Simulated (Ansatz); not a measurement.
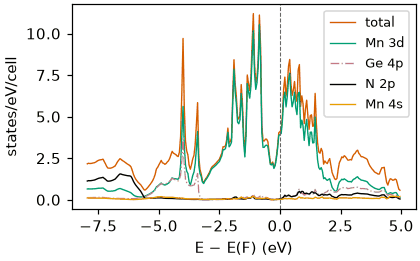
Figure: Total and projected density of states of Mn3GeN (anti-perovskite, Pm-3m), PBE in the plane-wave PAW code Ansatz

Which orbitals carry the states next to the Fermi level?

Within 0.5 eV of the Fermi level: Mn 3d 92 %. Projections are on Löwdin-orthogonalised atomic valence shells; empty p or d shells of many metals are not among them.

Where is the tallest occupied peak in this window, and what makes it?

Near -1.1 eV, about 11 states/eV per cell; the largest projected share is Mn 3d.

The start of the workflow was typed in or built on a structure type; neither database checked (COD, Materials Project) lists it. Whether it is the stable phase at ambient conditions was not checked. The cell was relaxed with PBE under the symmetry of its start; its stability against distortions is not shown here. The final state is ferromagnetic, the only order run, not a proven ground state. No Hubbard U is applied. Spin–orbit coupling is left out wherever it is not named.

Potentials: the later of the program's two PAW sets.
